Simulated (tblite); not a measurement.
**Geometry relaxation of B3H4BrO2 (part 2 of 2)**

Continued. System: B3H4BrO2. Method: GFN2-xTB geometry optimisation, gas phase (tblite 0.8.0). It belongs to a series of runs on one base structure; here: H on B replaced by Br.

Geometry of the input (Å):
```
B  -1.9536  -0.4596  -0.1725
O  -0.5734  -0.4340  -0.6223
B  0.0528  0.7165  0.0648
Br -0.2923  2.5498  -0.6806
O  1.3862  0.4832  0.6208
B  1.9696  -0.5627  -0.2335
H  -2.2184  -0.9319  0.8844
H  -2.6038  0.5065  -0.4453
H  1.2320  -1.4365  -0.5381
H  3.0099  -0.4266  -0.7532
```

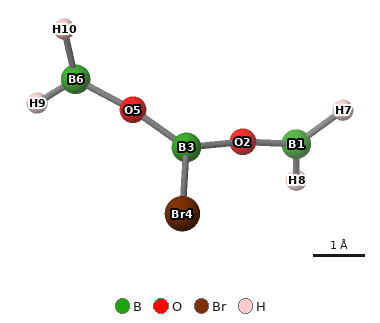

**Figure 1.** The geometry at step 98 of the log (ball-and-stick view, seen at a tilt; atoms are numbered from 1 in the order of the input).

Trajectory as extended XYZ, continued
```
10
Properties=species:S:1:pos:R:3:forces:R:3 step=68 energy=-494.64913
B    -1.9996   -0.4389    0.0822    0.0950   0.0740   0.1500
O    -1.0658    0.4848    0.0284    0.0050  -0.1270  -0.0290
B     0.0857    1.0930   -0.1452    0.0920  -0.0660   0.0080
Br    0.1335    2.9704   -0.2947   -0.0280   0.1080  -0.0250
O     1.2533    0.4425   -0.1455   -0.0470  -0.1640  -0.0020
B     1.9263   -0.6550   -0.4494    0.1600  -0.0890  -0.0760
H    -2.3456   -0.8269    1.1399   -0.0400   0.0340  -0.0590
H    -2.4516   -0.8354   -0.9246   -0.0970  -0.0220  -0.0530
H     1.5992   -1.3195   -1.3910    0.1570   0.2280   0.3110
H     2.8734   -0.9104    0.2243   -0.2980   0.0250  -0.2250
10
Properties=species:S:1:pos:R:3:forces:R:3 step=74 energy=-494.66658
B    -2.0063   -0.4366    0.0801   -0.0190  -0.0010  -0.0170
O    -1.0250    0.4285   -0.0074   -0.0330  -0.0220  -0.0040
B     0.1103    1.0749   -0.1356   -0.0360  -0.0180  -0.0090
Br    0.0859    2.9593   -0.3074    0.0150  -0.0390   0.0040
O     1.2917    0.4513   -0.0945    0.0110  -0.0130   0.0240
B     1.9461   -0.6431   -0.4441    0.0160   0.0190  -0.0580
H    -2.3740   -0.7784    1.1438   -0.0160   0.0240   0.0170
H    -2.4991   -0.8383   -0.9122    0.0020   0.0370   0.0290
H     1.5994   -1.2579   -1.3880    0.0260  -0.0090  -0.0460
H     2.8799   -0.9550    0.1898    0.0350   0.0220   0.0600
10
Properties=species:S:1:pos:R:3:forces:R:3 step=80 energy=-494.67400
B    -2.0487   -0.4273    0.0867    0.0260   0.0990   0.0000
O    -1.0130    0.3728    0.0030   -0.0040  -0.0200  -0.0080
B     0.1124    1.0325   -0.1390    0.0510  -0.0340   0.0340
Br    0.0641    2.9206   -0.2760   -0.0110  -0.0130  -0.0190
O     1.3115    0.4397   -0.1121   -0.0730  -0.0270  -0.0400
B     2.0068   -0.6271   -0.4716   -0.1730  -0.0750   0.0650
H    -2.4534   -0.7231    1.1502   -0.0030  -0.0100   0.0090
H    -2.5537   -0.7967   -0.9094   -0.0230  -0.0140   0.0020
H     1.6549   -1.2708   -1.4000    0.1330   0.0790   0.0020
H     2.9279   -0.9159    0.1928    0.0750   0.0160  -0.0450
10
Properties=species:S:1:pos:R:3:forces:R:3 step=86 energy=-494.70204
B    -2.1888   -0.3567    0.1232    0.0410  -0.1080   0.0290
O    -1.0229    0.2337    0.0105   -0.1570  -0.0190   0.0310
B     0.1016    0.8926   -0.1352    0.0060   0.0510   0.0060
Br    0.0310    2.7760   -0.3238   -0.0330   0.1510   0.0000
O     1.3046    0.3359   -0.1078    0.0650  -0.3700   0.0080
B     2.1398   -0.6186   -0.4795    0.1520   0.1470  -0.0240
H    -2.5963   -0.6390    1.1938    0.0460   0.0900  -0.0330
H    -2.7935   -0.6243   -0.8522    0.0400   0.0350   0.0000
H     1.9888   -1.1127   -1.5474    0.1140  -0.0170   0.1760
H     3.0445   -0.8822    0.2432   -0.2750   0.0390  -0.1940
10
Properties=species:S:1:pos:R:3:forces:R:3 step=92 energy=-494.75087
B    -2.2913   -0.3282    0.1608    0.0020   0.0420   0.0420
O    -1.0887    0.1845    0.0821   -0.0100   0.0800  -0.1000
B     0.0613    0.7798   -0.1409    0.0270  -0.0280   0.0430
Br    0.0852    2.6802   -0.3120   -0.0230  -0.0020  -0.0040
O     1.2164    0.1483   -0.1900    0.0110  -0.0480  -0.0480
B     2.2511   -0.5818   -0.5297   -0.0030  -0.0090   0.0250
H    -2.7377   -0.5135    1.2310   -0.0700  -0.0480   0.0400
H    -2.8876   -0.5698   -0.8267    0.0400  -0.0070   0.0180
H     2.3389   -0.9721   -1.6379    0.0380   0.0170  -0.0150
H     3.0613   -0.8227    0.2879   -0.0110   0.0050   0.0000
10
Properties=species:S:1:pos:R:3:forces:R:3 step=98 energy=-494.76144
B    -2.3366   -0.3064    0.1902    0.0020   0.0120   0.0080
O    -1.1275    0.1924    0.1140   -0.0090  -0.0320  -0.0070
B     0.0462    0.7218   -0.1486   -0.0080   0.0340  -0.0100
Br    0.1444    2.6242   -0.3185    0.0000   0.0050   0.0110
O     1.1621    0.0404   -0.2748   -0.0140   0.0140  -0.0030
B     2.2893   -0.5668   -0.5480    0.0190  -0.0290  -0.0320
H    -2.8074   -0.4958    1.2517    0.0170   0.0040   0.0030
H    -2.9192   -0.5438   -0.8055   -0.0140  -0.0090  -0.0040
H     2.5163   -0.8712   -1.6642    0.0090   0.0040   0.0210
H     3.0413   -0.7902    0.3284   -0.0010  -0.0040   0.0130
10
Properties=species:S:1:pos:R:3:forces:R:3 step=105 energy=-494.76228
B    -2.3327   -0.3073    0.1933   -0.0040  -0.0070  -0.0080
O    -1.1223    0.1869    0.1143    0.0080  -0.0010  -0.0210
B     0.0458    0.7272   -0.1540   -0.0010   0.0210  -0.0130
Br    0.1305    2.6309   -0.3118   -0.0010   0.0070   0.0150
O     1.1641    0.0536   -0.2977   -0.0150  -0.0080   0.0020
B     2.2876   -0.5691   -0.5511    0.0100  -0.0030   0.0020
H    -2.8035   -0.4861    1.2557    0.0060  -0.0020   0.0190
H    -2.9147   -0.5557   -0.8005   -0.0110   0.0000   0.0010
H     2.5447   -0.8498   -1.6651    0.0040  -0.0120  -0.0140
H     3.0095   -0.8260    0.3415    0.0030   0.0040   0.0170
10
Properties=species:S:1:pos:R:3:forces:R:3 step=111 energy=-494.76375
B    -2.3143   -0.3167    0.1899   -0.0050  -0.0090  -0.0030
O    -1.1234    0.2188    0.0858   -0.0050  -0.0020  -0.0070
B     0.0460    0.7632   -0.1710   -0.0070  -0.0210   0.0000
Br    0.1382    2.6678   -0.2920    0.0040  -0.0090   0.0070
O     1.1577    0.0804   -0.3297    0.0150  -0.0070  -0.0160
B     2.2674   -0.5815   -0.5464   -0.0120   0.0290  -0.0040
H    -2.7511   -0.5318    1.2619    0.0220   0.0160  -0.0110
H    -2.9152   -0.5666   -0.7926   -0.0060   0.0050   0.0110
H     2.5404   -0.8934   -1.6497   -0.0090   0.0040   0.0240
H     2.9630   -0.8355    0.3684    0.0030  -0.0060   0.0000
10
Properties=species:S:1:pos:R:3:forces:R:3 step=117 energy=-494.76527
B    -2.3253   -0.3105    0.1914    0.0220  -0.0020   0.0080
O    -1.1270    0.1969    0.0415   -0.0120   0.0000  -0.0100
B     0.0429    0.7459   -0.1970   -0.0070   0.0080  -0.0150
Br    0.1388    2.6540   -0.2567   -0.0020   0.0010   0.0070
O     1.1513    0.0705   -0.3996   -0.0210   0.0070   0.0070
B     2.2802   -0.5751   -0.5471   -0.0020  -0.0310  -0.0200
H    -2.7125   -0.5359    1.2796   -0.0020   0.0050   0.0030
H    -2.9782   -0.5253   -0.7646   -0.0070   0.0000  -0.0040
H     2.6167   -0.8933   -1.6295   -0.0010   0.0140  -0.0010
H     2.9221   -0.8225    0.4068    0.0320  -0.0020   0.0250
10
Properties=species:S:1:pos:R:3:forces:R:3 step=123 energy=-494.76613
B    -2.3340   -0.3090    0.1869    0.0010   0.0010   0.0010
O    -1.1376    0.1882   -0.0033   -0.0060  -0.0010  -0.0020
B     0.0405    0.7347   -0.2022    0.0000  -0.0020   0.0020
Br    0.1412    2.6433   -0.2508    0.0000   0.0000  -0.0010
O     1.1545    0.0580   -0.3673    0.0080  -0.0040  -0.0020
B     2.2887   -0.5729   -0.5420   -0.0040   0.0030   0.0020
H    -2.6991   -0.5070    1.2889    0.0020   0.0000  -0.0060
H    -3.0102   -0.5398   -0.7494    0.0040   0.0010   0.0060
H     2.6158   -0.8634   -1.6354    0.0000   0.0020   0.0050
H     2.9491   -0.8275    0.3992   -0.0040   0.0000  -0.0050
```

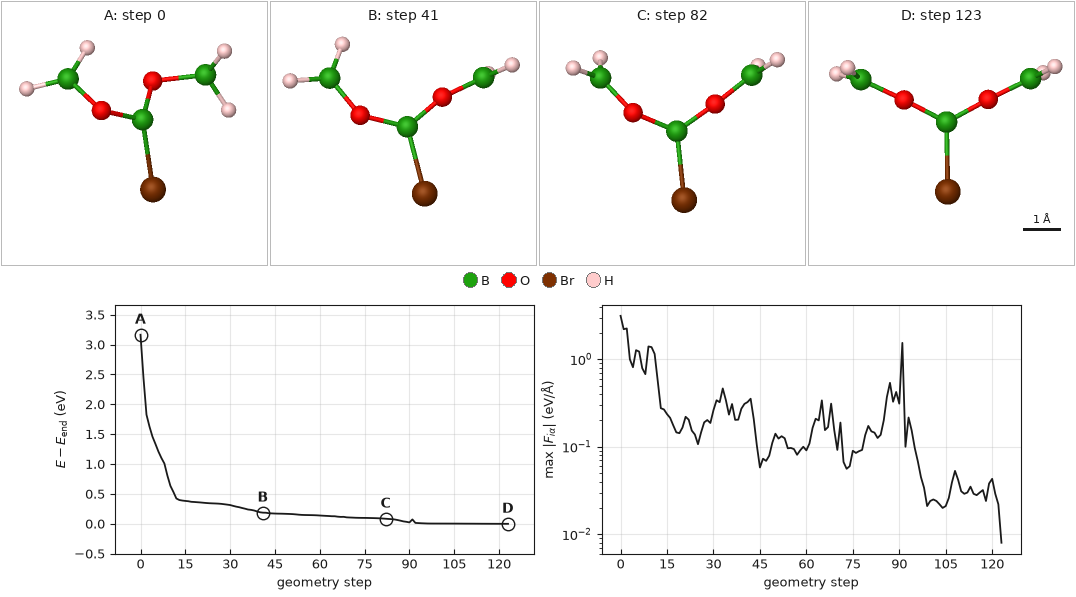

**Figure 2.** Frames of the relaxation (ball-and-stick view, seen at a tilt) above the curves, on which the letters mark them (steps are counted from 0).

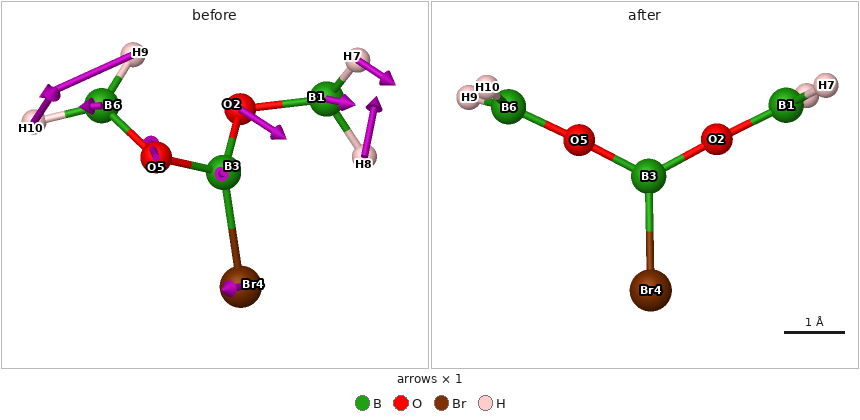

**Figure 3.** Before (left) and after (right) the relaxation, at one scale (ball-and-stick view, seen at a tilt). The pink arrows give the displacements, at true length. The energy falls by 3.165 eV in 123 geometry steps. The largest force component goes from 3.1 to 0.008 eV/Å. The atom that moves furthest after the best rigid fit is H9 (1.80 Å). By element the largest moves are H 1.80 Å, O 1.11 Å, B 0.57 Å, Br 0.54 Å. Among the contacts that change: O2–B3 1.479 → 1.314 Å, O5–B6 1.471 → 1.310 Å, B3–O5 1.463 → 1.314 Å, B1–O2 1.452 → 1.309 Å. Among the angles that change: B3–O5–B6 104.7° → 177.8°, B1–O2–B3 105.8° → 177.7°, H7–B1–H8 113.8° → 122.2°. (Atoms are counted from 1 in the order of the input.)
